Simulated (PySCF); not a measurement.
SMILES c1ccsc1[SiH2][SiH2]C=O (C5H8OSSi2), GFN2-xTB optimised geometry. Atoms within 1.6 Å of the plane z = 0.0 Å (x, y, z in Å): O1 (1.42, -3.32, -0.85), Si4 (-1.39, -1.49, -0.02), C5 (-0.23, -0.02, 0.00), C6 (1.13, -0.02, 0.00), C7 (1.70, 1.27, 0.00), C8 (0.76, 2.25, -0.01), S9 (-0.83, 1.61, -0.01), H13 (-1.16, -2.27, 1.20), H14 (-2.76, -0.95, 0.05), H15 (1.71, -0.93, 0.00), H16 (2.76, 1.46, 0.00), H17 (0.90, 3.32, -0.01).

Calculation: PBE/def2-SVP in PySCF. Cells within 0.4 Å of a nucleus heavier than hydrogen are left out (blank, or x).

Map of the electrostatic potential (hartree/e), clipped to [-0.08, 0.12] on the plane z = 0.0 Å:

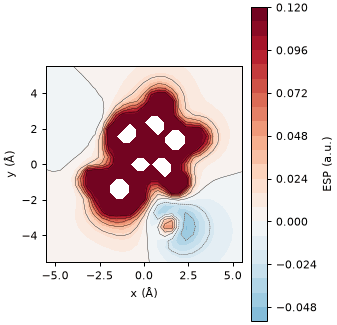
Figure. Electrostatic potential (hartree/e), clipped to [-0.08, 0.12] on the plane z = 0.0 Å.
